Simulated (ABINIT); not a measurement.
# Quasiparticle gap of KCl (Sylvite) in ABINIT, part 2 of 2

Aim: the G0W0 gap of KCl (Sylvite) on PBE, step by step.

ABINIT 10.8.3; PBE and many-body steps on it, plane waves. Known limits of the many-body steps: not at the basis limit.

So far. Step 2 (Ground state): The gap is direct, at Γ. Step 3 (Bands along the symmetry lines): The gap is 5.189 eV, as in the run before at this level.

## Step 4: Empty states on the mesh, 4×4×4 mesh, 346 bands

Level of this step: DFT, PBE, plane waves, norm-conserving pseudopotentials (ABINIT).

The sums over transitions need many empty states on a uniform mesh; this step solves for them.

Input file run.abi:

```
acell 3*1.0 Angstrom
rprim 
  -0.000000000000 3.146470000000 3.146470000000
  3.146470000000 0.000000000000 3.146470000000
  3.146470000000 3.146470000000 -0.000000000000
ntypat 2
znucl 19 17
natom 2
typat 1 2
xred 
  0.000000000000 0.000000000000 0.000000000000
  0.500000000000 0.500000000000 0.500000000000
pp_dirpath "pseudos"
pseudos "K.upf, Cl.upf"
ecut 33
ngkpt 4 4 4
nshiftk 1
shiftk 0 0 0
kptopt 1
chksymbreak 0
irdden 1
istwfk *1
nband 346
prtvol 0
optdriver 6
gwr_task "HDIAGO"
paral_kgb 0
occopt 1
indata_prefix "in"
outdata_prefix "out"
tmpdata_prefix "tmp"
```

Started as:

```console
$ OMP_NUM_THREADS=1 mpirun -n 8 abinit run.abi > log
```

Numbers of over 12 decimals in the logs are rounded to 6 here.

Output:

```text
[banner, memory and clock lines left out]
.Version 10.8.3 of ABINIT. v10.8.2 released Aug 2026.

 Symmetries : space group Fm -3 m (#225); Bravais cF (face-center cubic)
[... echo of the input left out ...]
== DATASET  1 ==================================================================
-   mpi_nproc: 8, omp_nthreads: 1 (-1 if OMP is not activated)

--- !DatasetInfo
iteration_state: {dtset: 1, }
dimensions: {natom: 2, nkpt: 8, mband: 346, nsppol: 1, nspinor: 1, nspden: 1, mpw: 3839, }
cutoff_energies: {ecut:  33.0, pawecutdg:  -1.0, }
electrons: {nelect:   1.60000000E+01, charge:   0.00000000E+00, occopt:   1.00000000E+00, tsmear:   1.00000000E-02, }

.Using double precision arithmetic; gwpc =  8

- Reading GS density from: in_DEN

--- Pseudopotential description ------------------------------------------------
- K Generated using ONCVPSP code by D. R. Hamann
- 19.00000   9.00000  171031                  znucl, zion, pspdat
12 -101130 2 -1 2222                          pspcod,pspxc,lmax,lloc,mmax
     nproj     2     2     2
  pspatm : epsatm=    8.42413758
         --- l  ekb(1:nproj) -->
             0   10.871123    0.806704
             1    4.379001    0.553647
             2   -3.405842   -1.029115
 pspatm: atomic psp has been read  and splines computed

- Cl Generated using ONCVPSP code by D. R. Hamann
- 17.00000   7.00000  171031                  znucl, zion, pspdat
12 -101130 2 -1 1028                          pspcod,pspxc,lmax,lloc,mmax
     nproj     2     2     2
  pspatm : epsatm=    9.12776517
         --- l  ekb(1:nproj) -->
             0    8.139296    0.698720
             1    3.821713    1.107519
             2   -2.938609   -0.805455
 pspatm: atomic psp has been read  and splines computed

   2.80830444E+02                                ecore*ucvol(ha*bohr**3)

 Total charge density [el/Bohr^3]
)     Maximum=    5.5720E-01  at reduced coord.    0.0667    0.9111    0.9556
)     Minimum=    8.3501E-04  at reduced coord.    0.2444    0.2444    0.2444
   Integrated=    1.6000E+01

 === KS gaps after direct diagonalization ===
 Direct band gap semiconductor
 Fundamental gap:     5.190 (eV)
   VBM:    -0.231 (eV) at k: [ 0.0000E+00,  0.0000E+00,  0.0000E+00]
   CBM:     4.958 (eV) at k: [ 0.0000E+00,  0.0000E+00,  0.0000E+00]
 Direct gap:         5.190 (eV) at k: [ 0.0000E+00,  0.0000E+00,  0.0000E+00]

== END DATASET(S) ==============================================================

 -outvars: echo values of variables after computation  --------
           etotal      0.0000000000E+00
            nband         346
             nkpt           8
          spgroup         225
 [... the other variables as echoed above ...]

 Calculation completed.
```

The job ended after 64 s (8 MPI ranks of Intel Xeon Platinum 8375C at 2.90GHz (Ice Lake), shared host; peak memory 6.8 GiB; 8.5 min of CPU time).

This step gave:

| Quantity | Value |
| --- | --- |
| gap | 5.190 eV |
| k of the valence top | 0, 0, 0 |
| k of the conduction bottom | 0, 0, 0 |
| least direct gap | 5.190 eV |
| k points computed | 8 |
| lowest point of the top converged band, above the valence top | 169.2113 eV |

On this mesh the gap is 5.190 eV.

## Step 5: Screening, 4×4×4 mesh, 338 bands, screening to 228.6 eV

The RPA dielectric matrix is built and inverted for each q.

This step: RPA screening on PBE, plane waves, norm-conserving pseudopotentials.

Edit run.abi of step 4 so:

```diff
@@ -20,10 +20,11 @@
 chksymbreak 0
-irdden 1
 istwfk *1
-nband 346
-prtvol 0
-optdriver 6
-gwr_task "HDIAGO"
-paral_kgb 0
 occopt 1
+irdwfk 1
+optdriver 3
+nband 338
+ecuteps 8.4
+inclvkb 2
+awtr 1
+symchi 1
 indata_prefix "in"
```

Output:

```text
.Version 10.8.3 of ABINIT. v10.8.2 released Aug 2026.

 Symmetries : space group Fm -3 m (#225); Bravais cF (face-center cubic)
[... echo of the input left out ...]
== DATASET  1 ==================================================================
-   mpi_nproc: 8, omp_nthreads: 1 (-1 if OMP is not activated)

--- !DatasetInfo
iteration_state: {dtset: 1, }
dimensions: {natom: 2, nkpt: 8, mband: 338, nsppol: 1, nspinor: 1, nspden: 1, mpw: 3839, }
cutoff_energies: {ecut:  33.0, pawecutdg:  -1.0, }
electrons: {nelect:   1.60000000E+01, charge:   0.00000000E+00, occopt:   1.00000000E+00, tsmear:   1.00000000E-02, }

 SCREENING: Calculation of the susceptibility and dielectric matrices

 Based on a program developped by R.W. Godby, V. Olevano, G. Onida, and L. Reining.
 Incorporated in ABINIT by V. Olevano, G.-M. Rignanese, and M. Torrent.
.Using double precision arithmetic ; gwpc =  8

[... cell and pseudopotentials left out ...]
--------------------------------------------------------------------------------

 ==== K-mesh for the wavefunctions ====
 Number of points in the irreducible wedge :     8
[... list of points left out ...]
 Together with 48 symmetry operations and time-reversal symmetry
 yields    64 points in the full Brillouin Zone.

 ==== Q-mesh for the screening function ====
 Number of points in the irreducible wedge :     8
[... list of points left out ...]
 Together with 48 symmetry operations and time-reversal symmetry
 yields    64 points in the full Brillouin Zone.

 setmesh: FFT mesh size selected  =    36x   36x   36
          total number of points  =        46656

 vcoul_init : cutoff-mode = AUXILIARY_FUNCTION
 q-points for optical limit:   1
     1)      0.000010    0.000020    0.000030

- screening: taking advantage of time-reversal symmetry
- Maximum band index for partially occupied states nbvw = 8
- Remaining bands to be divided among processors   nbcw = 330
- Number of bands treated by each node ~41

 Number of electrons calculated from density =   16.0000; Expected =   16.0000
 average of density, n =  0.038056
 r_s =    1.8443
 omega_plasma =   18.8177 [eV]

 calculating chi0 at frequencies [eV] :
  1    0.000000E+00    0.000000E+00
  2    0.000000E+00    1.881772E+01

--------------------------------------------------------------------------------
  q-point number  1        q = ( 0.000000, 0.000000, 0.000000) [r.l.u.]
--------------------------------------------------------------------------------
[... chi0 elements left out ...]
 For q-point:  0.000010 0.000020 0.000030
  dielectric constant =   2.1775
  dielectric constant without local fields =   2.5858

  Average fulfillment of the sum rule on Im[epsilon] for q-point    1 :     85.83  [%]
[... wings left out ...]
  q-point number  2        q = ( 0.250000, 0.000000, 0.000000) [r.l.u.]
--------------------------------------------------------------------------------
[... chi0 elements left out ...]
  Average fulfillment of the sum rule on Im[epsilon] for q-point    2 :     87.33  [%]

 [... 6 further q-points ...]
```

The job ended after 2.9 min (8 MPI ranks; peak memory 3.5 GiB).

This step gave:

| Item | Value |
| --- | --- |
| ε∞ with local fields, on this mesh, along the program's q direction | 2.178 |
| the same without local fields | 2.586 |
| plasma frequency | 18.82 eV |
| plane waves in the screening matrix | 531 |

Local fields lower ε∞ by 16 %.

## Step 6: Self-energy, 4×4×4 mesh, 338 bands, screening to 228.6 eV

The self-energy is evaluated for the states that the input lists, and the levels follow from it, in one-shot runs by the linearised quasiparticle equation.

This step: G0W0 on PBE, plane waves, norm-conserving pseudopotentials.

Edit run.abi of step 5 so:

```diff
@@ -23,8 +23,15 @@
 irdwfk 1
-optdriver 3
+optdriver 4
 nband 338
+gwcalctyp 0
+ecutsigx 33
+symsigma 1
+nkptgw 1
+kptgw 
+  0.0000000000 0.0000000000 0.0000000000
+bdgw 
+  6 12
 ecuteps 8.4
-inclvkb 2
-awtr 1
-symchi 1
+irdscr 1
+ppmodel 1
 indata_prefix "in"
```

Output:

```text
.Version 10.8.3 of ABINIT. v10.8.2 released Aug 2026.

 Symmetries : space group Fm -3 m (#225); Bravais cF (face-center cubic)
[... echo of the input left out ...]
== DATASET  1 ==================================================================
-   mpi_nproc: 8, omp_nthreads: 1 (-1 if OMP is not activated)

--- !DatasetInfo
iteration_state: {dtset: 1, }
dimensions: {natom: 2, nkpt: 8, mband: 338, nsppol: 1, nspinor: 1, nspden: 1, mpw: 3839, }
cutoff_energies: {ecut:  33.0, pawecutdg:  -1.0, }
electrons: {nelect:   1.60000000E+01, charge:   0.00000000E+00, occopt:   1.00000000E+00, tsmear:   1.00000000E-02, }

 SIGMA: Calculation of the GW corrections

 Based on a program developped by R.W. Godby, V. Olevano, G. Onida, and L. Reining.
 Incorporated in ABINIT by V. Olevano, G.-M. Rignanese, and M. Torrent.
.Using double precision arithmetic ; gwpc =  8

[... cell and pseudopotentials left out ...]
--------------------------------------------------------------------------------

 ==== K-mesh for the wavefunctions ====
 Number of points in the irreducible wedge :     8
[... list of points left out ...]
 Together with 48 symmetry operations and time-reversal symmetry
 yields    64 points in the full Brillouin Zone.

 ==== Q-mesh for screening function ====
 Number of points in the irreducible wedge :     8
[... list of points left out ...]
 Together with 48 symmetry operations and time-reversal symmetry
 yields    64 points in the full Brillouin Zone.

 vcoul_init : cutoff-mode = AUXILIARY_FUNCTION
 q-points for optical limit:   1
     1)      0.000010    0.000020    0.000030
 setmesh: FFT mesh size selected  =    45x   45x   45
          total number of points  =        91125

 Number of electrons calculated from density =   16.0000; Expected =   16.0000
 average of density, n =  0.038056
 r_s =    1.8443
 omega_plasma =   18.8177 [eV]

 === KS Band Gaps ===
  >>>> For spin  1
   Minimum direct gap =   5.1895 [eV], located at k-point      :   0.0000  0.0000  0.0000
   Fundamental gap    =   5.1895 [eV], Top of valence bands at :   0.0000  0.0000  0.0000
                                       Bottom of conduction at :   0.0000  0.0000  0.0000
 SIGMA fundamental parameters:
 PLASMON POLE MODEL  1
 number of plane-waves for SigmaX                 3839
 number of plane-waves for SigmaC and W            531
 number of plane-waves for wavefunctions          3839
 number of bands                                   338
 number of independent spin polarizations            1
 number of spinorial components                      1
 number of k-points in IBZ                           8
 number of q-points in IBZ                           8
 number of symmetry operations                      48
 number of k-points in BZ                           64
 number of q-points in BZ                           64
 number of frequencies for dSigma/dE                 9
 frequency step for dSigma/dE [eV]                0.25
 number of omega for Sigma on real axis              0
 max omega for Sigma on real axis  [eV]           0.00
 zcut for avoiding poles [eV]                     0.10

 EPSILON^-1 parameters (SCR file):
 dimension of the eps^-1 matrix on file            531
 dimension of the eps^-1 matrix used               531
 number of plane-waves for wavefunctions          3839
 number of bands                                   338
 number of q-points in IBZ                           8
 number of frequencies                               2
 number of real frequencies                          1
 number of imag frequencies                          1

 matrix elements of self-energy operator (all in [eV])

 Perturbative Calculation

--- !SelfEnergy_ee
iteration_state: {dtset: 1, }
kpoint     : [   0.000,    0.000,    0.000, ]
spin       : 1
KS_gap     :    5.190
QP_gap     :    8.178
Delta_QP_KS:    2.988
data: !SigmaeeData |
     Band     E0 <VxcDFT>   SigX SigC(E0)      Z dSigC/dE  Sig(E)    E-E0       E
        6  -0.231 -14.148 -18.664   1.621   0.807  -0.239 -16.484  -2.336  -2.568
        7  -0.231 -14.148 -18.664   1.621   0.807  -0.239 -16.484  -2.336  -2.568
        8  -0.231 -14.148 -18.664   1.621   0.807  -0.239 -16.484  -2.336  -2.568
        9   4.958  -6.955  -3.245  -2.962   0.872  -0.146  -6.303   0.652   5.610
       10   8.135  -8.956  -4.051  -3.104   0.867  -0.153  -7.395   1.562   9.697
       11   8.135  -8.956  -4.051  -3.104   0.867  -0.153  -7.395   1.562   9.697
       12   8.135  -8.956  -4.051  -3.104   0.867  -0.153  -7.395   1.562   9.697

== END DATASET(S) ==============================================================
================================================================================

 -outvars: echo values of variables after computation  --------
           etotal      0.0000000000E+00
            nband         338
             nkpt           8
          spgroup         225
 [... the other variables as echoed above ...]

 Calculation completed.
```

It took 48 s on 8 MPI ranks; peak memory 4.1 GiB.

This step gave:

```
G0W0 gap on the points computed              : 8.178 eV
starting gap on the mesh                     : 5.190 eV
k of the valence top                         : 0, 0, 0
k of the conduction bottom                   : 0, 0, 0
Z at the valence top                         : 0.807
Z at the conduction bottom                   : 0.872
least direct G0W0 gap on the computed points : 8.178 eV
```

The gap on the mesh goes from 5.19 eV to 8.18 eV, a correction of +2.99 eV.

Limits: finite bands, cutoff and mesh. v1 is the top filled band, c1 the lowest empty one. The levels before and after the correction (eV, zero at the valence-band top of each column):

```csv
,conduction bottom,valence top
Kohn-Sham,5.19,0.00
G0W0,8.18,0.00
```

```csv
,level,energy (eV)
Kohn-Sham,Γ v3-v1,0.000
Kohn-Sham,Γ c1,5.190
Kohn-Sham,Γ c2-c4,8.367
G0W0,Γ v3-v1,0.000
G0W0,Γ c1,8.178
G0W0,Γ c2-c4,12.265
```

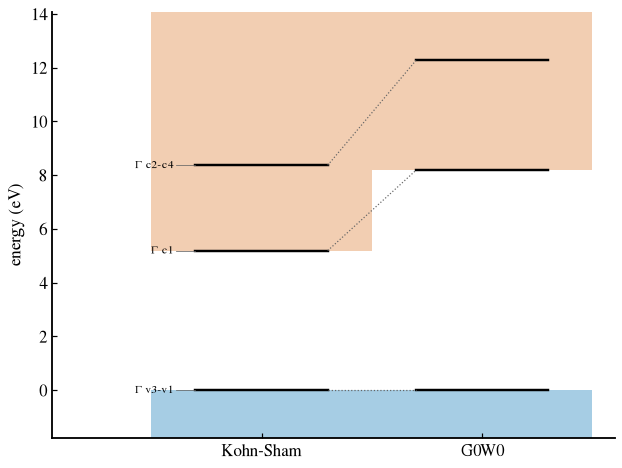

Levels before and after the correction. Shaded: valence and conduction bands.

## Step 7: Where the time went

Times are wall times on 8 MPI ranks of Intel Xeon Platinum 8375C at 2.90GHz (Ice Lake), shared host, good to a factor of about two.

```csv
step,time,share,memory (GiB)
ground state,10 s,3 %,0.73
bands along the symmetry lines,21 s,7 %,0.6
empty states on the mesh,64 s,20 %,6.8
screening,2.9 min,55 %,3.5
self-energy,48 s,15 %,4.1
```

## Step 8: Summary of results

| Item | Value |
| --- | --- |
| PBE gap | 5.19 eV, direct |
| G0W0 gap on the mesh | 8.18 eV |
| GW settings | 4×4×4 mesh, 338 bands, screening to 228.6 eV, Godby-Needs plasmon pole |
| known limits | not at the basis limit |

**Reading.** G0W0 moves the gap on the mesh from 5.19 eV to 8.18 eV (+2.99 eV), with Z of 0.81 and 0.87 at the edges. Local fields lower the RPA ε∞ on this mesh from 2.59 to 2.18. Only 1 of the mesh's irreducible points was corrected, so a valley elsewhere could overtake. The dearest step here is «screening». Bands and cutoff are finite, so the gap is not at the basis limit. The miss can reach some tenths of an eV and take either sign; the mesh is an error of its own. In the G0W0 run levels were corrected at 1 k point alone, so a gap called «on the mesh» is the least over those, and an edge elsewhere would be missed.

[Paths, hosts, dates, memory and timing lines, banners, echoed tables and standing remarks are left out of the program output.]

[Logs are printed without paths, hosts, clocks, repeated set-up lines and the standing remarks that a program may print on its own settings, such as how far it seeks lower states.]

[Runs of the session that timed out or met a known fault of the program may be left out.]

[Hosts, paths, dates, database ids (printed as entryN), source tags and the programs' standing remarks are cut or masked in the printed files.]

[G0W0 gaps are taken among the corrected bands and points alone; a level outside them can change the order at an edge.]

[Where Ansatz stands beside ABINIT at settings called matched, ABINIT's density can come from a denser mesh and the files from another edition; pairs whose starting gaps differed by over 0.03 eV were left out, so agreement reads better than it is.]
